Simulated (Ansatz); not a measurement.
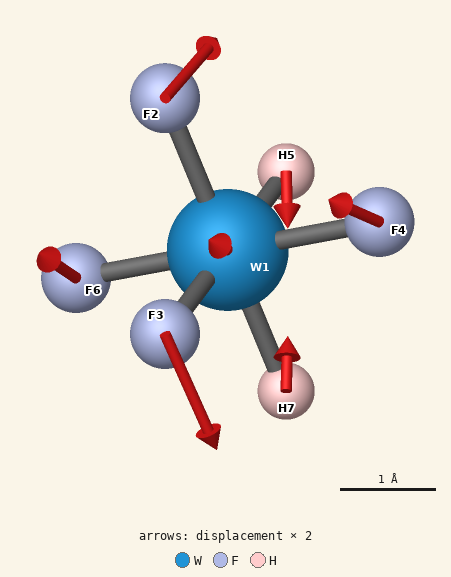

This is a relaxation of WH$_{2}$F$_{4}$. The starting structure is drawn; red arrows show the displacements, 2 times their true length. The two geometries are superimposed by the best rigid fit.

A ball-and-stick model, seen at a tilt.

The run prepares the start of a later molecular dynamics calculation, from a guessed geometry.

The calculation used RKS LDA/def2-SVP in Ansatz.

Input
```yaml
crystal:
  periodic: [false, false, false]
  atoms:
    - { symbol: W, position_ang: [0.0, 0.0, 0.0] }
    - { symbol: F, position_ang: [0.0, 0.0, 1.85] }
    - { symbol: F, position_ang: [1.85, 0.0, 0.0] }
    - { symbol: F, position_ang: [0.0, 1.85, 0.0] }
    - { symbol: H, position_ang: [-1.72, 0.0, 0.0] }
    - { symbol: F, position_ang: [0.0, -1.85, 0.0] }
    - { symbol: H, position_ang: [0.0, 0.0, -1.72] }
basis:
  gaussian: { orbitals: def2-SVP }
hamiltonian:
  xc: lda
relax:
  f_tol: 0.02
  max_steps: 40
output:
  orbitals: {}
```

Command:
```bash
ansatz run input.yaml --threads 2 --pin off --max-ram 3072MiB --backend cpu --events-out ev --progress --plain --runs-dir out
```

> Which element moves most?

Fluorine: up to 0.73 Å, against 0.31 Å for hydrogen.

> Describe the change and its energy.

The largest moves after the best rigid fit, 0.73 Å, are those of F2 and F3. Largest moves by element: F 0.73 Å, H 0.31 Å, W 0.20 Å. Near-neighbour distances that change, for instance: W1–F2 1.850 → 1.885 Å, W1–F4 1.850 → 1.825 Å, W1–H5 1.720 → 1.696 Å. Bond angles that change, for instance: F2–W1–F3 90.0° → 145.0°, F2–W1–H7 180.0° → 139.7°, H5–W1–H7 90.0° → 64.5°. The energy falls by 37.0 kcal/mol in 11 accepted moves (14 points after the start). The largest force component goes from 1.1 to 0.011 eV/Å. The line search rejected the trial steps at points 9, 11, 13 of the run.
